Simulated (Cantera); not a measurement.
Feed: 1 mol TiC, 0.016 mol C, 2.1 mol H₂, equilibrated at 1.00 bar.

Equilibrium computed with Cantera from the NASA thermochemical tables; the gas is ideal and each condensed phase is pure. Candidate condensed phases: C, C₆H₆, C₇H₈, C₈H₁₈, Ti, TiC; 89 gas species. Ions and electrons are included (thermal ionisation). TiC: taken at fixed stoichiometry. Kinetics and transport are ignored.

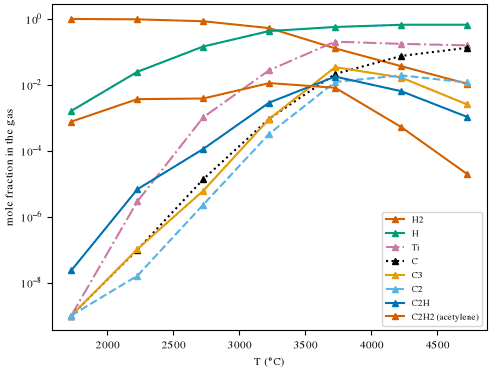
Equilibrium gas composition (values under 1e-9 drawn at 1e-9)

At 1727 °C the condensed part is C(graphite) + TiC(s). From 2227 °C to 2727 °C the condensed part is TiC(s). At 3227 °C the condensed part is TiC(l). From 3727 °C to 4727 °C nothing is condensed.
